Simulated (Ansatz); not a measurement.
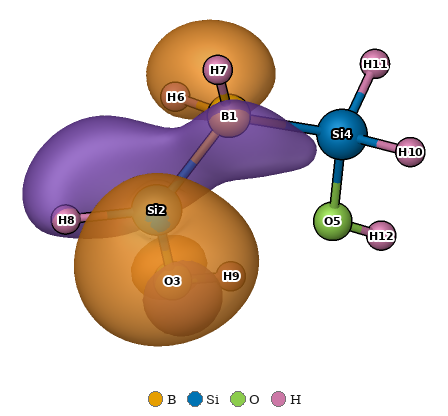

The picture shows: BH7O2Si2. The LUMO at ±0.1 Å⁻³ᐟ² (orange and purple are the two phases), seen at a tilt.

Geometry: PBE0-D4/def2-TZVP.

Level of theory: RKS PBE0-D4/def2-TZVPP (Ansatz 0.2.0).

```yaml
atoms:
  - { symbol: B, position_ang: [-1.1904, 0.0366, 0.4702] }
  - { symbol: Si, position_ang: [-1.0838, -0.4110, -1.3505] }
  - { symbol: O, position_ang: [0.2915, -0.2733, -2.1888] }
  - { symbol: Si, position_ang: [0.5899, 0.0554, 1.3408] }
  - { symbol: O, position_ang: [1.7408, 0.0242, 0.0975] }
  - { symbol: H, position_ang: [-1.3393, 1.1189, -0.1975] }
  - { symbol: H, position_ang: [-2.2048, -0.1965, 1.0585] }
  - { symbol: H, position_ang: [-2.1639, -0.4464, -2.3724] }
  - { symbol: H, position_ang: [1.0551, -0.1898, -1.5791] }
  - { symbol: H, position_ang: [0.8261, -1.1335, 2.2135] }
  - { symbol: H, position_ang: [0.8969, 1.2494, 2.1848] }
  - { symbol: H, position_ang: [2.6593, 0.1109, 0.3567] }
```

> Describe this orbital and give its energy.

By Hirshfeld shares it lies mainly on Si2 (about 60 %), B1 (about 10 %), O3 (about 10 %) and H8 (about 5 %). Its energy is −1.47 eV.
